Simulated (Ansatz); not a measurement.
# Sensitivity of the G0W0 gap of SrTiO3 (I4/mcm)

A base run on SrTiO3 (I4/mcm), then changed inputs.

Program: Ansatz 0.2.0. Level of theory: G0W0 on PBE, plane waves, PAW. Results are calculated unless marked as measured.

## 1. Set-up

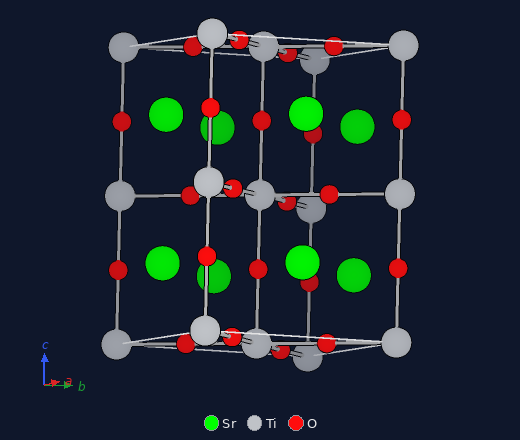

Start, viewed from a free direction; strontium green, titanium light grey, oxygen red. This picture shows the conventional cell, with its axes. Some periodic images of atoms are drawn too.

The cell and positions come from the Crystallography Open Database and are kept as given unless a step says otherwise. The default PAW set here is soft_2. Its files were made with PBE.

## 2. The base run: 4×4×4 mesh, 89 empty bands, screening to 48 eV

G0W0 replaces the xc potential by the self-energy, built once from these orbitals. Only a window of levels is corrected, while the sums run over the empty bands that the input names.

File input.yaml:

```yaml
crystal:
  lattice:
    - [-2.7555, 2.7555, 3.898]
    - [2.7555, -2.7555, 3.898]
    - [2.7555, 2.7555, -3.898]
  atoms:
    - { symbol: Sr, position: [0.75, 0.25, 0.5] }
    - { symbol: Sr, position: [0.25, 0.75, 0.5] }
    - { symbol: Ti, position: [0.0, 0.0, 0.0] }
    - { symbol: Ti, position: [0.5, 0.5, 0.0] }
    - { symbol: O, position: [0.25, 0.25, 0.0] }
    - { symbol: O, position: [0.75, 0.75, 0.0] }
    - { symbol: O, position: [0.7451, 0.2451, 0.9902] }
    - { symbol: O, position: [0.2451, 0.2549, 0.5] }
    - { symbol: O, position: [0.2549, 0.7549, 0.0098] }
    - { symbol: O, position: [0.7549, 0.7451, 0.5] }
kpoints:
  mp_grid: { grid: [4, 4, 4] }
hamiltonian:
  xc: pbe
scf:
  occupations: { method: fixed }
gw:
  n_empty_bands: 89
  ecut_chi: 48
  qp_bands: [v3, c3]
  qp_kpoints: band_edges
  screening: { model: contour_deformation }
```

Run with:

```
$ ansatz run input.yaml --threads 3 --pin off --max-ram 92160MiB --backend cuda --events-out ev --progress --plain --runs-dir out --devices 1 --max-vram 13GiB  # rebuilt from the run's record
```

Numbers of over 12 decimals in the logs are rounded to 6 here.

Log:

```text
GPUs: using 1 of 1 available (devices: 1).
Engine: ansatz 0.2.0, x86_64-unknown-linux-gnu
Pseudopotentials: kind: paw
Pseudopotential: Sr, paw, valence charge 10, recommended cutoff 420 eV (normal), Sr.paw.azcp
Pseudopotential: Ti, paw, valence charge 12, recommended cutoff 420 eV (normal), Ti.paw.azcp
Pseudopotential: O, paw, valence charge 6, recommended cutoff 420 eV (normal), O.paw.azcp
Functional definition: PBE
  parameter kappa = 0.804
  parameter beta = 0.066725
  exchange = pbe_x(kappa = kappa, mu = beta*pi^2/3)
  correlation = pbe_c(beta = beta)
device memory: the entry about to start is reckoned to put 2.7 GiB on a device that reports 60.6 GiB free (of which the cap on the GPU budget leaves the run 13.0 GiB)
GPU FFT provider: cuFFT
GPU libraries: cuBLAS 13.8.2, cuFFT 12.4.0, cuSOLVER 12.3.4
Crystal: 10 atoms, lattice volume = 118.387 Å³
Basis set: ecut = 420 eV, 2277 PW (Γ)
Bands: 50, of which v1, the nominal top of the filled ones, is band 40 counted from 1 (39 counted from 0)
Symmetry: 16 space group operations
Space group: I4/mcm (ITA 140), of the structure as read, at distance tolerance 4.9e-5 Å
k-points: 13 of 64
Non-local potential: Sr, projectors of the file, l = 0: 3, l = 1: 2, l = 2: 2
Non-local potential: Ti, projectors of the file, l = 0: 3, l = 1: 2, l = 2: 3, l = 3: 1
Non-local potential: O, projectors of the file, l = 0: 2, l = 1: 2, l = 2: 1
PAW form: soft (Blöchl's): semilocal exchange-correlation on the pseudo side does not see the compensation charge
PAW one-centre angular grid: Sr, 110 points (default); XC on 64 Gauss nodes
PAW one-centre angular grid: Ti, 590 points (default); XC on 64 Gauss nodes
PAW one-centre angular grid: O, 110 points (default); XC on 64 Gauss nodes
Initial density: superposition of atomic densities (neutral atoms: chi_scale 0, normalization atom), corrected by the library's trained network
Initial wavefunctions: pseudopotential atomic-orbital guess
GPU buffer pool allocated for 64000 grid points (all kernels)
GPU transforms: local potential and band sums: pruned to the plane-wave sphere, on 40×40×40
Functional: x = pbe(κ = 0.804, μ = 0.219515), c = pbe(β = 0.066725)
SCF iter   1: F=—  HF=-15508.912014 eV  |F-HF|=—  |Δ(HF+E_count)|=         —  Δρ=1.97e-3  dr2=2.34e-3  ethr=1.77e-3  ⟨swp⟩=4.8  Hψ=2568  notcnv=0  defer=76
preconditioner: auto → Resta (q_TF=auto, 2.556 Å⁻¹)  ε∞=5.7  [insulator: Δε(μ)=1.885 eV  Ē_g=12.219 eV  n_scr=26 (ndim 8)  ℏωp=26.4 eV  f_vac=0.000  ε∞_Penn≈5.7]
SCF iter   2: F=—  HF=-15508.913482 eV  |F-HF|=—  |Δ(HF+E_count)|=   1.47e-3  Δρ=1.09e-3  dr2=6.51e-4  ethr=2.93e-6  ⟨swp⟩=3.2  Hψ=1494  notcnv=0  defer=100
SCF iter   3: F=—  HF=-15508.913584 eV  |F-HF|=—  |Δ(HF+E_count)|=   1.02e-4  Δρ=5.63e-4  dr2=9.17e-5  ethr=8.14e-7  ⟨swp⟩=2.0  Hψ=881  notcnv=0  defer=97
[...]
gw.qp_kpoints: band_edges: 11 of 13 stored k-points solved, in 1 pass; an edge of the gap read off the rows below is read off those points alone
    valence top: of the k-points left out ik 10 came nearest to being solved in a further pass, in band 40 (counted from 1, as in the quasiparticle table): it holds the edge there only if its correction is more favourable than any solved in that band by at least 0.524 eV; those differ by 0.085 eV
    conduction bottom: of the k-points left out ik 10 came nearest to being solved in a further pass, in band 41 (counted from 1, as in the quasiparticle table): it holds the edge there only if its correction is more favourable than any solved in that band by at least 1.022 eV; those differ by 0.063 eV
  `?` marks the rows in doubt; gw_qp.tsv's column doubts and the gw_qp event give each row's grounds
    ik  band        ε_KS         Σx   Σc(E_QP)       V_xc       Z   E_QP_lin       E_QP  E_QP is
     0    38     10.0677   -26.0682     5.0839   -21.0074  0.7328    10.0908    10.0908  root
     0    39     10.0738   -26.0792     5.0824   -21.0213  0.7328    10.0983    10.0983  root
     0    40     10.0738   -26.0792     5.0824   -21.0213  0.7328    10.0983    10.0983  root
     0    41     11.9745   -12.6542    -5.8268   -20.2870  0.7492    13.8696    13.7805  root
     0    42     11.9745   -12.6542    -5.8268   -20.2870  0.7492    13.8696    13.7805  root
     0    43     11.9752   -12.6496    -5.8318   -20.2883  0.7492    13.8715    13.7821  root
     1    38      9.4918   -26.1139     4.8843   -21.2811  0.7378     9.5432     9.5432  root
     1    39      9.4919   -26.1151     4.8847   -21.2823  0.7378     9.5437     9.5437  root
[...]
1    42     13.0387   -14.2130    -5.8361   -21.8723  0.7277    14.9721    14.8618  root ?
     1    43     13.0399   -14.2158    -5.8366   -21.8757  0.7277    14.9736    14.8632  root ?
[...]
2    41     12.1411   -12.9694    -6.0645   -20.8890  0.7428    14.1038    13.9961  root ?
     2    42     13.9094   -14.8697    -6.4797   -23.2149  0.7039    15.9376    15.7750  root ?
     2    43     13.9100   -14.8642    -6.4807   -23.2101  0.7039    15.9378    15.7753  root ?
[...]
4    41     12.6676   -13.6649    -5.9697   -21.4764  0.7340    14.6193    14.5095  root ?
     4    42     13.6967   -14.3347    -6.4477   -22.6455  0.7115    15.7081    15.5598  root ?
     4    43     13.7029   -14.3266    -6.3827   -22.5651  0.7123    15.7034    15.5588  root ?
[...]
11    40      9.4355   -25.1995     5.0256   -20.1198  0.7266     9.3813     9.3814  root
[...]
11    43     13.9108   -14.7798    -6.5475   -23.1992  0.7038    15.9481    15.7826  root ?
    12    38      9.3588   -26.1042     4.9738   -21.1529  0.7364     9.3813     9.3813  root
    12    39      9.3588   -26.1042     4.9738   -21.1529  0.7364     9.3813     9.3813  root
    12    40      9.9871   -25.9020     5.0774   -20.8370  0.7320     9.9995     9.9995  root
    12    41     12.1427   -12.9723    -6.0649   -20.8926  0.7427    14.1059    13.9980  root ?
    12    42     13.8930   -14.8422    -6.4978   -23.2092  0.7042    15.9257    15.7623  root ?
    12    43     13.8930   -14.8422    -6.4978   -23.2092  0.7042    15.9257    15.7623  root ?
[key lines of the parts left out:]
SCF converged after 6 iterations
Free energy (F): -15508.913692 eV
Fermi energy:    10.073781 eV
```

Wall time 6.7 s (1 × NVIDIA H100 80GB HBM3 (shared by 6 runs) with 3 threads of AMD EPYC 7R13 (Zen 3), shared host); peak memory 1.2 GiB.

Reading the cycles: dr2 is the Hartree energy of the density residual (eV), the measure of convergence; HF is the Harris–Foulkes estimate of the energy, which meets the free energy F at convergence.

This step gave:

| Quantity | Value |
| --- | --- |
| bands summed | 129 |
| RPA ε∞ on this mesh (eigenvalues) | 6.244, 6.244, 6.245 |
| plane waves in the screening matrix | 89 |
| q-points in the mesh | 64 |
| G0W0 gap on the mesh | 3.682 eV |
| k of the valence top | 0, 0, 0 |
| k of the conduction bottom | 0, 0, 0 |
| starting gap on the mesh | 1.901 eV |
| Z at the valence top | 0.7328 |
| Z at the conduction bottom | 0.7492 |
| least direct G0W0 gap on the computed points | 3.682 eV |

The gap on the mesh goes from 1.90 eV to 3.68 eV, a correction of +1.78 eV. Between the two edge states, bare exchange in place of the xc potential would open the gap by 12.69 eV, and correlation takes back 10.91 eV.

## 3. Variant: static remainder

This step: G0W0 on PBE, plane waves, norm-conserving pseudopotentials.

Changes to input.yaml since step 2:

```diff
@@ -20,2 +20,3 @@
   xc: pbe
+  pseudopotentials: { kind: nc }
 scf:
@@ -23,4 +24,4 @@
 gw:
-  n_empty_bands: 89
-  ecut_chi: 48
+  n_empty_bands: 124
+  ecut_chi: 100
   qp_bands: [v3, c3]
@@ -28 +29,2 @@
   screening: { model: contour_deformation }
+  static_remainder: true
```

Log:

```text
Warning: gw takes pair_densities: pseudo, which can misplace gaps by tens of per cent, since gw.static_remainder lacks the terms of the atoms
GPUs: using 1 of 1 available (devices: 1).
[...]
GPU FFT provider: cuFFT
GPU libraries: cuBLAS 13.8.2, cuFFT 12.4.0, cuSOLVER 12.3.4
Crystal: 10 atoms, lattice volume = 118.387 Å³
Basis set: ecut = 1240 eV, 11791 PW (Γ)
Bands: 50, of which v1, the nominal top of the filled ones, is band 40 counted from 1 (39 counted from 0)
[... 1 set-up line as in the run before ...]
[...]
k-points: 13 of 64
[...]
GPU buffer pool allocated for 262144 grid points (all kernels)
[...]
SCF iter   1: F=—  HF=-7902.473872 eV  |F-HF|=—  |Δ(HF+E_count)|=         —  Δρ=5.02e-2  dr2=2.80e0  ethr=3.10e-3  ⟨swp⟩=5.6  Hψ=2431  notcnv=0  defer=76
[...]
SCF iter  11: F=-7901.759700 eV  HF=-7901.759700 eV  |F-HF|=1.50e-9  |Δ(HF+E_count)|=   1.06e-8  Δρ=1.93e-6  dr2=2.62e-9  ethr=1.25e-10  ⟨swp⟩=18.5  Hψ=3532  notcnv=0
SCF 1 converged in 11 iterations: F = -7901.759700 eV  dr2 = 2.62e-9
[...]
NSCF: frozen V_eff on 13 k-points
[...]
G₀W₀ screening: q 1/13
[... further progress lines ...]
[...]
SCF converged after 11 iterations
Free energy (F): -7901.759700 eV
[...]
Internal energy: -7901.759700 eV  (E = F + TS)
E sigma→0 (E₀):  -7901.759700 eV
Fermi energy:    10.112608 eV
[...]
--- Band table (eV; the first three rows and the last of 13) ---
  k-point 0: bands = [... 36 lower, 9.7692, 10.1067, 10.1126, 10.1126, 12.0141, 12.0141, 12.0149, 14.4901, ... 6 higher]
  k-point 1: bands = [... 36 lower, 9.4451, 9.5263, 9.5265, 10.0701, 12.0958, 13.0811, 13.0823, 14.2465, ... 6 higher]
  k-point 2: bands = [... 36 lower, 8.5560, 9.3917, 9.3920, 10.0274, 12.1819, 13.9551, 13.9558, 13.9631, ... 6 higher]
  k-point 12: bands = [... 36 lower, 8.5516, 9.3940, 9.3940, 10.0265, 12.1835, 13.9388, 13.9388, 13.9845, ... 6 higher]
[...]
static-remainder magnitude (band-truncation diagnostic): 1.6415 eV
[...]
0    38     10.1067   -25.3293     4.5824   -20.3386  0.7239     9.6950     9.6984  root
     0    39     10.1126   -25.3404     4.5802   -20.3526  0.7239     9.7017     9.7050  root
     0    40     10.1126   -25.3404     4.5802   -20.3526  0.7239     9.7017     9.7050  root
     0    41     12.0141   -11.6246    -6.4927   -19.1480  0.7438    13.0653    13.0448  root
     0    42     12.0141   -11.6246    -6.4927   -19.1480  0.7438    13.0653    13.0448  root
     0    43     12.0149   -11.6196    -6.4977   -19.1488  0.7438    13.0669    13.0463  root
     1    38      9.5263   -25.2561     4.3420   -20.4766  0.7308     9.0851     9.0889  root
     1    39      9.5265   -25.2569     4.3421   -20.4774  0.7308     9.0852     9.0890  root
[...]
12    40     10.0265   -25.1573     4.5835   -20.1588  0.7233     9.6078     9.6114  root
    12    41     12.1835   -11.9131    -6.7421   -19.7196  0.7371    13.2712    13.2479  root
    12    42     13.9388   -13.5803    -7.1873   -21.8518  0.6961    15.0602    15.0230  root
    12    43     13.9388   -13.5803    -7.1873   -21.8518  0.6961    15.0602    15.0230  root
```

It took 15 s on 1 × NVIDIA H100 80GB HBM3 (shared by 6 runs) with 3 threads; peak memory 1.7 GiB.

Against the base:

```csv
setting,base,variant
files,default PAW,norm-conserving
empty bands,89,124
screening cutoff (eV),48,100
static remainder,-,true
```

```csv
quantity,variant,base
starting gap on the mesh,1.902,1.901
G0W0 gap on the mesh,3.340,3.682
least direct G0W0 gap on the computed points,3.340,3.682
Z at the valence top,0.724,0.733
Z at the conduction bottom,0.744,0.749
```

## 4. Outcome

```json
{
  "base": "3.68 eV, 6.7 s",
  "static remainder": "3.34 eV, 15 s"
}
```

**Reading.** Static remainder: the gap moves by −0.34 eV and the time by a factor of 2.3 (the plane-wave cutoff goes from 420 to 1240 eV); such settings are too crude to quote. The variant differs from the base in files, empty bands, screening cutoff and static remainder together, so the change can't be laid to one of them. This option needs pseudo pair densities, which the log warns can misplace gaps. All runs here use a coarse mesh and modest cutoffs; they test settings and are not final values. The many-body steps are scalar-relativistic: spin-orbit coupling is not in them.

[Paths, hosts, dates, memory and timing lines, banners, echoed tables and standing remarks are left out of the program output.]

[Logs are printed without paths, hosts, clocks, repeated set-up lines and the standing remarks that a program may print on its own settings, such as how far it seeks lower states.]

[Runs of the session that timed out or met a known fault of the program may be left out.]

[Cells called generated may have been cut or substituted from an entry of the Crystallography Open Database or the Materials Project.]

[Hosts, paths, dates, database ids (printed as entryN), source tags and the programs' standing remarks are cut or masked in the printed files.]
